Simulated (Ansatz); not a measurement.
```yaml
crystal:
  periodic: [false, false, false]
  atoms:
    - {symbol: C, position_ang: [-0.492909, -0.644980, 0.660749]}
    - {symbol: B, position_ang: [0.589330, 0.071251, -0.179966]}
    - {symbol: Cl, position_ang: [2.281559, -0.326308, -0.090760]}
    - {symbol: C, position_ang: [0.205829, 1.201033, -1.154256]}
    - {symbol: N, position_ang: [-0.112722, 2.041408, -1.874893]}
    - {symbol: H, position_ang: [-0.103076, -1.446288, 1.286570]}
    - {symbol: H, position_ang: [-1.003035, 0.090118, 1.294971]}
    - {symbol: H, position_ang: [-1.399472, -1.108050, -0.105270]}
basis:
  gaussian: {orbitals: def2-TZVPP}
hamiltonian: {xc: r2scan, dispersion: d4}
```

Geometry: moved along internal coordinates away from the minimum.

Work out the structure from the coordinates.

It has 8 atoms: 2 carbon, 3 hydrogen, 1 boron, 1 chlorine and 1 nitrogen (C₂H₃BClN). SMILES: `CB(Cl)C#N`. It has no ring. Among its groups: nitrile. Coordination: 1 C tetrahedral; 1 B trigonal planar; 1 C linear.

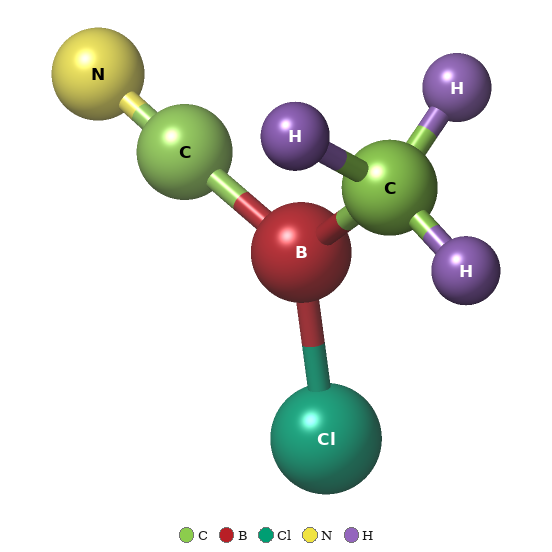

Figure made from data computed with Ansatz.
